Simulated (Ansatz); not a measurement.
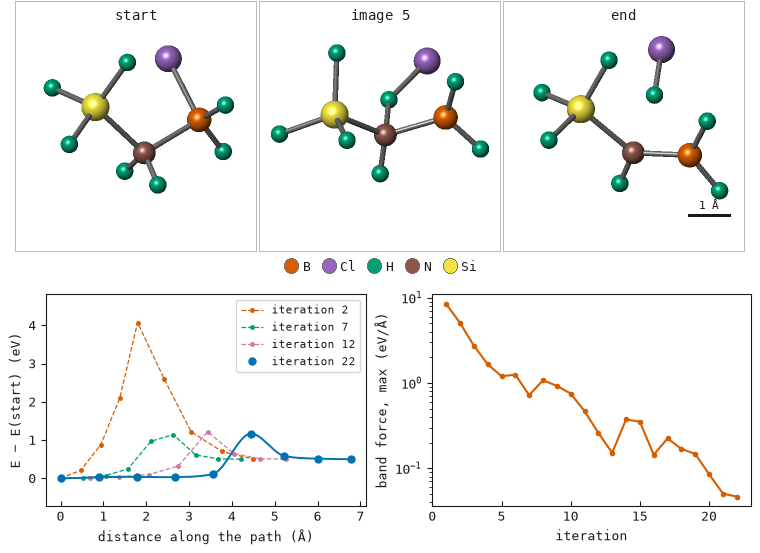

A search for the minimum-energy path of BSiNH₇Cl by the nudged elastic band. Images are numbered from 0 (start) to 8 (end). The plot follows the band through its iterations. A ball-and-stick model, seen at a tilt.

The calculation used Ansatz, RKS B3LYP-D4/def2-SVP. Run with 7 movable images; climbing image; force threshold 0.05 eV/Å; iteration limit 60; starting path through a guess of the saddle point.

Judge this run.

Answer. The result is final at these settings. The band converged in 22 iterations. The largest component of the band force went from 8.4 to 0.046 eV/Å. The climbing image converged on the top of the path. Its vibrational analysis gives one imaginary mode (1085i cm⁻¹), as a transition state must have. The first iteration put the highest image at 7.10 eV. Forward barrier 1.16 eV, backward barrier 0.67 eV, with image 5 at the top; the reaction energy is +0.50 eV.

Cost: 5.4 min on 2 threads of Arm Neoverse V2 (shared host), peak memory 0.21 GiB.
